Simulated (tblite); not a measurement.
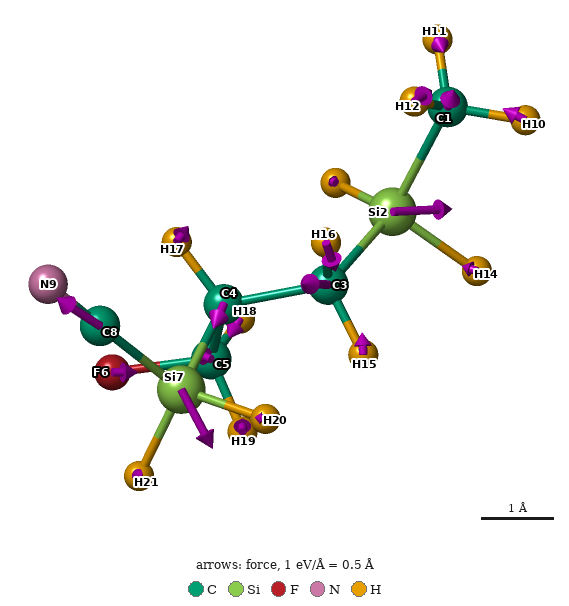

Starting geometry of C$_{5}$H$_{12}$FNSi$_{2}$ with the computed forces as purple arrows. The picture is a ball-and-stick view, seen from a free direction.

Theory: tblite, GFN2-xTB geometry optimisation, gas phase. 

What follows when this structure is relaxed?

Answer. It isn't relaxed: the largest force vector, on a Si atom, is 2.04 eV/Å. The final displacements have little in common with the starting forces (cosine between the two patterns 0.08). Over 148 geometry steps the energy falls by 17.2 kcal/mol. The atom that moves furthest after the best rigid fit is the F atom (1.25 Å). Largest moves by element: F 1.25 Å, H 1.23 Å, N 1.15 Å, C 0.60 Å, Si 0.53 Å. Among the contacts that change: C–Si 1.796 → 1.870 Å, C–Si 1.837 → 1.910 Å, C–H 1.135 → 1.093 Å, C–H 1.117 → 1.086 Å. Bond angles that change, for instance: C–C–H 115.5° → 108.5°, C–C–Si 105.0° → 111.9°, C–Si–H 115.0° → 108.9°. Groups turn about C–Si by about 55°, C–Si by about 50°, C–Si by about 45°. Cost: 2.5 s on 1 thread of Arm Neoverse N1, on a shared host.
